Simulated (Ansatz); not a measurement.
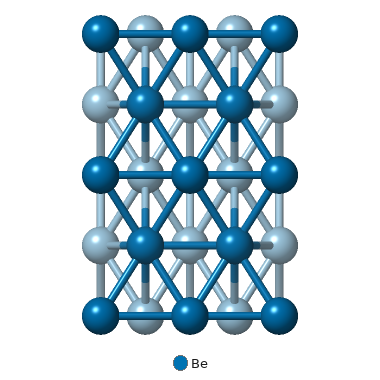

The system is N on a Be(100) slab cut from the P6_3/mmc phase, its upper half relaxed before the scan (24 atoms of substrate and one adsorbate in a 2 × 2 cell); the picture shows it without the atoms that are moved over the map. N is moved over the surface cell; relaxed at each place: the height of the adsorbate's atoms; substrate rigid; the origin of the map has the adsorbate above Be21. Places are given modulo a cell vector. The map is drawn in real space over the plane of the surface. The scan uses a 6 × 8 grid; 20 points were computed and 28 follow by symmetry. Places are given in fractions of the 1 × 1 surface cell. All energies are given in eV relative to the lowest grid point. The runs have no spin polarisation; a magnetic state may lie lower. Theory: Ansatz, DFT LDA, scalar-relativistic, plane waves, PAW. Settings: cutoff 420 eV, k-mesh 6×4×1, gaussian smearing 0.1 eV, no spin polarisation.

Range: position of N25 along the first surface vector from 0.000 to 0.833; position of N25 along the second surface vector from 0.000 to 0.875.

**Predict the map.**

The lowest grid point is at the trough between two rows of top atoms, (0/6, 4/8) of the cell vectors. A higher local minimum lies near (3/6, 2/8) of the cell vectors [nearest 1 Be at 1.54 Å] (1.00 eV above the lowest at that grid point). The highest grid point, the top site over a surface Be atom, (0/6, 0/8) of the cell vectors, lies 3.76 eV above the lowest. On the interpolated surface the easiest way out of the lowest well to the well at about (0.50, 0.79) of the cell vectors passes a barrier of about 1.1 eV. At the lowest point the adsorbate has 2 Be at 1.58 Å as nearest neighbours, at the highest 1 Be at 1.46 Å. Its relaxed height above the top atom is 0.69 Å at the lowest and 1.46 Å at the highest point.

```csv
"second ↓, first →",0/6,1/6,2/6,3/6,4/6,5/6
7/8,3.40,3.10,2.14,1.11,2.14,3.10
6/8,2.22,1.91,1.26,1.00,1.26,1.91
5/8,0.42,0.73,1.37,1.73,1.37,0.73
4/8,0.00,0.74,1.73,2.14,1.73,0.74
3/8,0.42,0.73,1.37,1.73,1.37,0.73
2/8,2.22,1.91,1.26,1.00,1.26,1.91
1/8,3.40,3.10,2.14,1.11,2.14,3.10
0/8,3.76,3.47,2.46,1.29,2.46,3.47
```

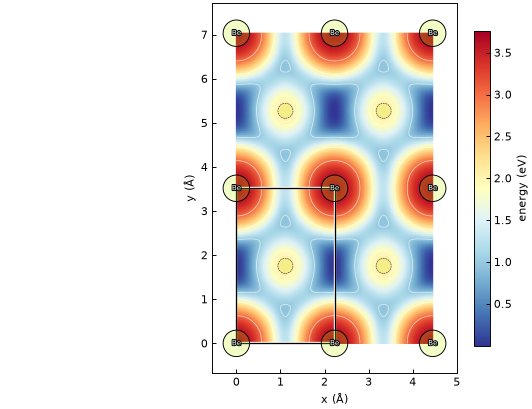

The picture shows a smooth colour map with a few white contour lines, labelled circles for the atoms of the top layer and small ones for the second layer, the outline of one cell of the 2 × 2 shown. Between grid points the surface is interpolated.

Each point was launched as `ansatz run input.yaml --threads 4 --pin off --max-ram 12288MiB --backend cpu --events-out ev --progress --plain --runs-dir out`. The whole map (20 points run) took 23 min on 4 threads of Arm Neoverse N1, with other jobs on the host.
